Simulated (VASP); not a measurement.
# A VASP study of SnAs (r2SCAN + rVV10): structure first, properties next, part 2 of 5

Aim: relax SnAs with r2SCAN + rVV10, compute its properties on that cell and hold them against experiment. Left out of this account: 1 further run (core levels: core levels are not valid at this level). The start is a computed cell from the Materials Project.

VASP 6.6.1, plane waves and PAW; the level of theory is named at each step.

Still holding for the runs below: This run has no spin polarisation. Its electron count is odd, so without a moment it is a metal by construction. The k-mesh is coarse for a metal.

So far. Step 2 (Full relaxation (r2SCAN + rVV10)): It ends with forces that vanish by symmetry and a pressure of 0.02 GPa. The relaxed cell has a = 5.734 Å (conventional setting).

## (3) Second relaxation

Level of this step: r2SCAN with rVV10; plane waves and PAW (Sn_d, As) (VASP).

The basis stayed that of the start cell while the cell moved. A rerun from the cell reached resets it; the error of the finite cutoff stays.

File INCAR:

```
SYSTEM = SnAs
PREC = Accurate
ENCUT = 400
EDIFF = 1E-06
NELM = 100
ISMEAR = 0
SIGMA = 0.05
LREAL = .FALSE.
ALGO = Normal
METAGGA = R2SCAN
LUSE_VDW = .TRUE.
IVDW_NL = 2
BPARAM = 11.95
CPARAM = 0.0093
LASPH = .TRUE.
NBANDS = 15
LORBIT = 11
LWAVE = .FALSE.
LCHARG = .FALSE.
KPAR = 2
IBRION = 2
NSW = 60
ISIF = 3
EDIFFG = -0.01
```

File POSCAR:

```
SnAs
1.0
    0.0000000000      2.8671404637      2.8671404637
    2.8671404637      0.0000000000      2.8671404637
    2.8671404637      2.8671404637      0.0000000000
Sn As
1 1
Direct
    0.5000000000      0.5000000000      0.5000000000
    0.0000000000      0.0000000000      0.0000000000
```

File KPOINTS:

```
Automatic mesh
0
Gamma
8 8 8
0 0 0
```

PAW data sets: Sn_d and As (PBE family, release 64).

On the command line:

```console
$ mpirun -np 2 vasp_std
```

Output:

```text
[banner, memory and clock lines left out]
running    2 mpi-ranks, on    1 nodes
 distrk:  each k-point on    1 cores,    2 groups
 distr:  one band on    1 cores,    1 groups

 POSCAR found type information on POSCAR SnAs
 POSCAR found :  2 types and       2 ions
 [... a notice as in an earlier step ...]

 [... a notice as in an earlier step ...]

 LDA part: xc-table for (None), standard interpolation
 POSCAR, INCAR and KPOINTS ok, starting setup
 FFT: planning ... GRIDC
 FFT: planning ... GRID_SOFT
 FFT: planning ... GRID
 WAVECAR not read
 entering main loop
       N       E                     dE             d eps       ncg     rms          rms(c)
Total rVV10 correction in eV:      0.4337994    21.5668747
Total rVV10 correction in eV:      0.4337994    21.5668747
DAV:   1     0.657562557309E+02    0.65756E+02   -0.86255E+03   912   0.142E+03
DAV:   2    -0.343458477206E+02   -0.10010E+03   -0.97812E+02   968   0.331E+02
DAV:   3    -0.418462018725E+02   -0.75004E+01   -0.74590E+01  1094   0.812E+01
DAV:   4    -0.420071407692E+02   -0.16094E+00   -0.16090E+00  1059   0.131E+01
DAV:   5    -0.420122233483E+02   -0.50826E-02   -0.50825E-02  1147   0.225E+00    0.360E+00
Total rVV10 correction in eV:      0.4354173    21.5668759
Total rVV10 correction in eV:      0.4354173    21.5668759
DAV:   6    -0.390763798458E+02    0.29358E+01   -0.83256E-01  1087   0.151E+01    0.211E+00
Total rVV10 correction in eV:      0.4390078    21.5668759
Total rVV10 correction in eV:      0.4390078    21.5668759
DAV:   7    -0.390739750314E+02    0.24048E-02   -0.85003E-02  1017   0.183E+00    0.934E-01
Total rVV10 correction in eV:      0.4403736    21.5668759
Total rVV10 correction in eV:      0.4403736    21.5668759
DAV:   8    -0.390768063513E+02   -0.28313E-02   -0.54283E-03  1052   0.771E-01    0.296E-01
Total rVV10 correction in eV:      0.4410633    21.5668759
Total rVV10 correction in eV:      0.4410633    21.5668759
DAV:   9    -0.390772705863E+02   -0.46424E-03   -0.67830E-04   996   0.241E-01    0.555E-02
Total rVV10 correction in eV:      0.4410763    21.5668759
Total rVV10 correction in eV:      0.4410763    21.5668759
DAV:  10    -0.390772760402E+02   -0.54539E-05   -0.96679E-05  1150   0.129E-01    0.272E-02
Total rVV10 correction in eV:      0.4411343    21.5668759
Total rVV10 correction in eV:      0.4411343    21.5668759
DAV:  11    -0.390772810736E+02   -0.50334E-05   -0.12091E-05  1115   0.423E-02    0.499E-03
Total rVV10 correction in eV:      0.4411596    21.5668759
Total rVV10 correction in eV:      0.4411596    21.5668759
DAV:  12    -0.390772817897E+02   -0.71611E-06   -0.25214E-06   919   0.262E-02
Total rVV10 correction in eV:      0.4411662    21.5668759
Total rVV10 correction in eV:      0.4411662    21.5668759
Total rVV10 correction in eV:      0.4411674    21.5668759
Total rVV10 correction in eV:      0.4411674    21.5668759
   1 F= -.39077282E+02 E0= -.39076201E+02  d E =-.390773E+02
 curvature:   0.00 expect dE= 0.000E+00 dE for cont linesearch  0.000E+00
 trial: gam= 0.00000 g(F)=  0.266E-58 g(S)=  0.126E-05 ort = 0.000E+00 (trialstep = 0.100E+01)
 search vector abs. value=  0.126E-05
 reached required accuracy - stopping structural energy minimisation
```

The job ended after 1.9 min (2 MPI ranks of AMD EPYC 7R43, shared host; peak memory 0.44 GiB).

Parts of OUTCAR (step 3):

```text
  LATTYP: Found a face centered cubic cell.
 ALAT       =     5.7342809274

The static configuration has the point symmetry O_h .

 Found     29 irreducible k-points:

   ENCUT  =  400.0 eV  29.40 Ry    5.42 a.u.   6.61  6.61  6.61*2*pi/ulx,y,z

   NELECT =      19.0000    total number of electrons

 E-fermi :   6.8631

 k-point     1 :       0.0000    0.0000    0.0000
  band No.  band energies     occupation
    ...
      6      -6.8525      2.00000
      7       4.4133      2.00000
      8       5.6398      2.00000
      9       5.6398      2.00000
     10       5.6398      2.00000
     11      12.6788      0.00000
     12      12.6789      0.00000
     13      12.6789      0.00000
     14      13.2803      0.00000
     15      13.2803      0.00000

 k-point     2 :       0.1250    0.0000    0.0000
  band No.  band energies     occupation
    ...
      6      -6.6583      2.00000
      7       2.8695      2.00000
      8       5.6667      2.00000
      9       5.6667      2.00000
     10       6.8167      1.81035
     11      11.5884      0.00000
     12      11.5884      0.00000
     13      11.7252      0.00000
     14      13.3682      0.00000
     15      13.7316      0.00000

  Total        0.0041670      0.0041670      0.0041670      0.0000000     -0.0000000      0.0000000
  in kB        0.1416316      0.1416316      0.1416316      0.0000000     -0.0000000      0.0000000
  external PRESSURE =       0.1416316 kB  Pullay stress =       0.0000000 kB

  energy-cutoff  :      400.00
  volume of cell :       47.14
      direct lattice vectors                 reciprocal lattice vectors
     0.000000000  2.867140464  2.867140464    -0.174389782  0.174389782  0.174389782
     2.867140464  0.000000000  2.867140464     0.174389782 -0.174389782  0.174389782
     2.867140464  2.867140464  0.000000000     0.174389782  0.174389782 -0.174389782

 POSITION                                       TOTAL-FORCE (eV/Angst)
 -----------------------------------------------------------------------------------
      2.86714      2.86714      2.86714        -0.000000     -0.000000      0.000000
      0.00000      0.00000      0.00000         0.000000      0.000000     -0.000000
 -----------------------------------------------------------------------------------
    total drift:                                0.000000      0.000000      0.000000

  FREE ENERGIE OF THE ION-ELECTRON SYSTEM (eV)
  ---------------------------------------------------
  free  energy   TOTEN  =       -39.0772817897 eV

  energy  without entropy=      -39.0751198609  energy(sigma->0) =      -39.07620083

 total charge
# of ion       s       p       d       tot
------------------------------------------
    1        1.197   0.965  10.013  12.175
    2        1.256   1.491   0.034   2.781
--------------------------------------------------
tot          2.454   2.456  10.047  14.957

[... 5 parts as in an earlier step ...]

[... 6 further parts left out ...]
```

CONTCAR:

```
SnAs
   1.00000000000000
     0.0000000000000000    2.8671404637000002    2.8671404637000002
     2.8671404637000002    0.0000000000000000    2.8671404637000002
     2.8671404637000002    2.8671404637000002    0.0000000000000000
  Sn              As
     1     1
Direct
     0.5000000000000000    0.5000000000000000    0.5000000000000000
     0.0000000000000000    0.0000000000000000    0.0000000000000000
```

Little changed from the start: no atom moved by 0.005 Å and no cell edge by 0.1 %.

Numbers from this step:

```yaml
pressure: 0.01416 GPa
scf_cycles_over_all_ionic_steps: 12
```

It ends with forces that vanish by symmetry and a pressure of 0.01 GPa. The volume moved by under 0.01 %: the run met its threshold at the first step.

## (4) Single point with fields (r2SCAN + rVV10)

The relaxed cell gets a fresh self-consistent run, on a basis set for its own volume, to fix the density and to check the remaining stress.

Edit INCAR of step 3 so:

```diff
@@ -18,7 +18,5 @@
 LWAVE = .FALSE.
-LCHARG = .FALSE.
-KPAR = 2
-IBRION = 2
-NSW = 60
-ISIF = 3
-EDIFFG = -0.01
+LCHARG = .TRUE.
+ISIF = 2
+LELF = .TRUE.
+LVHAR = .TRUE.
```

POSCAR is that of step 3.

KPOINTS is that of step 3.

On the command line:

```console
$ mpirun -np 2 vasp_std
```

Output:

```text
[banner, memory and clock lines left out]
running    2 mpi-ranks, on    1 nodes
 distrk:  each k-point on    2 cores,    1 groups
 distr:  one band on    1 cores,    2 groups

 POSCAR found type information on POSCAR SnAs
 POSCAR found :  2 types and       2 ions
 [... a notice as in an earlier step ...]

 [... a notice as in an earlier step ...]

 LDA part: xc-table for (None), standard interpolation
|                                                                             |
|           W    W    AA    RRRRR   N    N  II  N    N   GGGG   !!!           |
|           W    W   A  A   R    R  NN   N  II  NN   N  G    G  !!!           |
|           W    W  A    A  R    R  N N  N  II  N N  N  G       !!!           |
|           W WW W  AAAAAA  RRRRR   N  N N  II  N  N N  G  GGG   !            |
|           WW  WW  A    A  R   R   N   NN  II  N   NN  G    G                |
|           W    W  A    A  R    R  N    N  II  N    N   GGGG   !!!           |
|                                                                             |
|     The number of bands has been changed from the values supplied in        |
|     The orbitals not found in the WAVECAR file will be initialized with     |
|     random numbers, which is usually adequate. For correlated               |
|     calculations, however, you should redo the groundstate calculation.     |
|     I found NBANDS = 15. Now, NBANDS = 16.                                  |
|                                                                             |

 POSCAR, INCAR and KPOINTS ok, starting setup
 FFT: planning ... GRIDC
 FFT: planning ... GRID_SOFT
 FFT: planning ... GRID
 WAVECAR not read
 entering main loop
       N       E                     dE             d eps       ncg     rms          rms(c)
Total rVV10 correction in eV:      0.4337994    21.5668747
DAV:   1     0.686830868003E+02    0.68683E+02   -0.86288E+03   936   0.135E+03
DAV:   2    -0.343210217202E+02   -0.10300E+03   -0.10027E+03  1016   0.319E+02
DAV:   3    -0.418463522462E+02   -0.75253E+01   -0.74459E+01  1200   0.755E+01
DAV:   4    -0.420074356531E+02   -0.16108E+00   -0.16104E+00  1064   0.121E+01
DAV:   5    -0.420122531491E+02   -0.48175E-02   -0.48174E-02  1240   0.204E+00    0.360E+00
Total rVV10 correction in eV:      0.4354159    21.5668759
DAV:   6    -0.390763307117E+02    0.29359E+01   -0.80724E-01  1168   0.142E+01    0.211E+00
Total rVV10 correction in eV:      0.4390056    21.5668759
DAV:   7    -0.390739989867E+02    0.23317E-02   -0.84341E-02  1128   0.172E+00    0.934E-01
Total rVV10 correction in eV:      0.4403806    21.5668759
DAV:   8    -0.390768028846E+02   -0.28039E-02   -0.52790E-03  1152   0.723E-01    0.295E-01
Total rVV10 correction in eV:      0.4410657    21.5668759
DAV:   9    -0.390772702063E+02   -0.46732E-03   -0.66093E-04  1136   0.225E-01    0.556E-02
Total rVV10 correction in eV:      0.4410774    21.5668759
DAV:  10    -0.390772758410E+02   -0.56347E-05   -0.90518E-05  1208   0.119E-01    0.278E-02
Total rVV10 correction in eV:      0.4411327    21.5668759
DAV:  11    -0.390772810474E+02   -0.52064E-05   -0.12400E-05  1240   0.404E-02    0.511E-03
Total rVV10 correction in eV:      0.4411596    21.5668759
DAV:  12    -0.390772817887E+02   -0.74132E-06   -0.25897E-06  1000   0.250E-02
Total rVV10 correction in eV:      0.4411660    21.5668759
Total rVV10 correction in eV:      0.4411672    21.5668759
   1 F= -.39077282E+02 E0= -.39076201E+02  d E =-.216195E-02
```

It took 1.8 min on 2 MPI ranks; peak memory 0.34 GiB; 3.5 min of CPU time.

OUTCAR, selected parts (step 4):

```text
The static configuration has the point symmetry O_h .

 Found     29 irreducible k-points:

   k-points           NKPTS =     29   k-points in BZ     NKDIM =     29   number of bands    NBANDS=     16

   NELECT =      19.0000    total number of electrons

 E-fermi :   6.8631

 k-point     1 :       0.0000    0.0000    0.0000
  band No.  band energies     occupation
    ...
      6      -6.8525      2.00000
      7       4.4133      2.00000
      8       5.6398      2.00000
      9       5.6398      2.00000
     10       5.6398      2.00000
     11      12.6788      0.00000
     12      12.6789      0.00000
     13      12.6789      0.00000
     14      13.2803      0.00000
     15      13.2803      0.00000
    ...

 k-point     2 :       0.1250    0.0000    0.0000
  band No.  band energies     occupation
    ...
      6      -6.6583      2.00000
      7       2.8695      2.00000
      8       5.6667      2.00000
      9       5.6667      2.00000
     10       6.8167      1.81032
     11      11.5883      0.00000
     12      11.5884      0.00000
     13      11.7252      0.00000
     14      13.3682      0.00000
     15      13.7316      0.00000
    ...

  Total        0.0041557      0.0041557      0.0041557      0.0000000      0.0000000     -0.0000000
  in kB        0.1412456      0.1412456      0.1412456      0.0000000      0.0000000     -0.0000000
  external PRESSURE =       0.1412456 kB  Pullay stress =       0.0000000 kB

 POSITION                                       TOTAL-FORCE (eV/Angst)
 -----------------------------------------------------------------------------------
      2.86714      2.86714      2.86714        -0.000000      0.000000      0.000000
      0.00000      0.00000      0.00000         0.000000     -0.000000     -0.000000
 -----------------------------------------------------------------------------------
    total drift:                                0.000000      0.000000      0.000000

  FREE ENERGIE OF THE ION-ELECTRON SYSTEM (eV)
  ---------------------------------------------------
  free  energy   TOTEN  =       -39.0772817887 eV

  energy  without entropy=      -39.0751198405  energy(sigma->0) =      -39.07620081

[... 13 parts as in an earlier step ...]
```

This step gave:

```
SCF cycles : 12
bands      : 16
pressure   : 0.01412 GPa
```

Valence electrons inside each PAW sphere by angular momentum. Sphere charges, by row:

```tsv
atom	s (e)	p (e)	d (e)	tot (e)
Sn1	1.197	0.965	10.01	12.18
As2	1.256	1.491	0.034	2.781
```

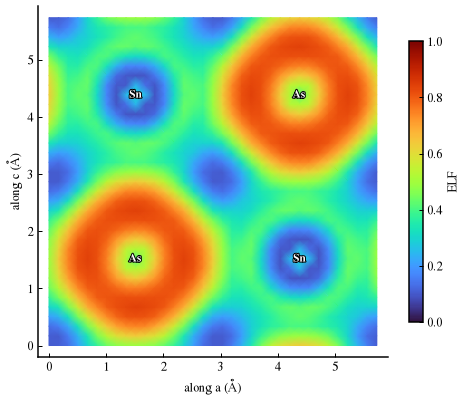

ELF in the ac plane of the conventional cell at fractional y = 0.000, with atoms of Sn and As within 0.2 Å of it. It is the smooth field of the valence electrons, not physical close to the nuclei. The map starts off the cell's origin, so that atoms lie inside it.

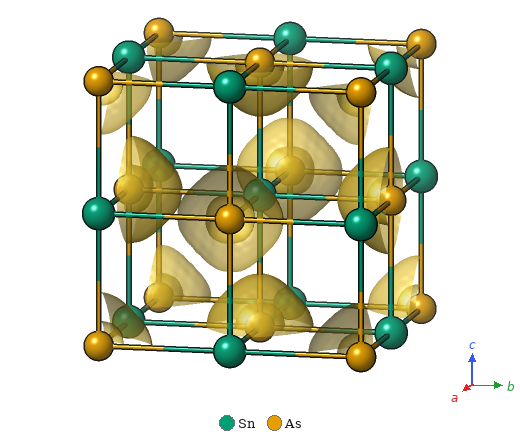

Surface of ELF = 0.76.

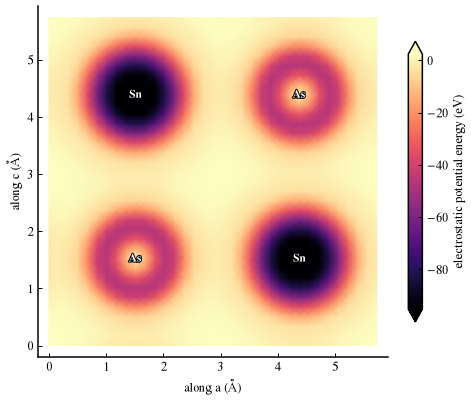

Electrostatic potential energy in the ac plane of the conventional cell at fractional y = 0.000, with atoms of Sn and As within 0.2 Å of it. With pseudopotentials it is smooth inside the atoms' cores, unlike the true potential. The map starts off the cell's origin, so that atoms lie inside it.

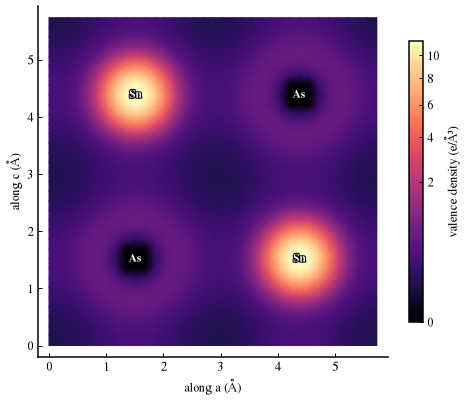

Valence density in the ac plane of the conventional cell at fractional y = 0.000, with atoms of Sn and As within 0.2 Å of it. It is the smooth field of the valence electrons, not physical close to the nuclei. The map starts off the cell's origin, so that atoms lie inside it. The colour scale is stretched toward low values.

In this run the pressure is 0.01 GPa, small enough to go on.

(Continued in part 3 of 5.)

[Lines on the potential files, build, host, timing and source positions are cut from VASP's logs without a mark.]

[Logs are printed without paths, hosts, clocks, repeated set-up lines and the standing remarks that a program may print on its own settings, such as how far it seeks lower states.]

[Hosts, paths, dates, database ids (printed as entryN), source tags and the programs' standing remarks are cut or masked in the printed files.]

[A measured line is paired with the nearest computed mode of its activity, which favours agreement.]
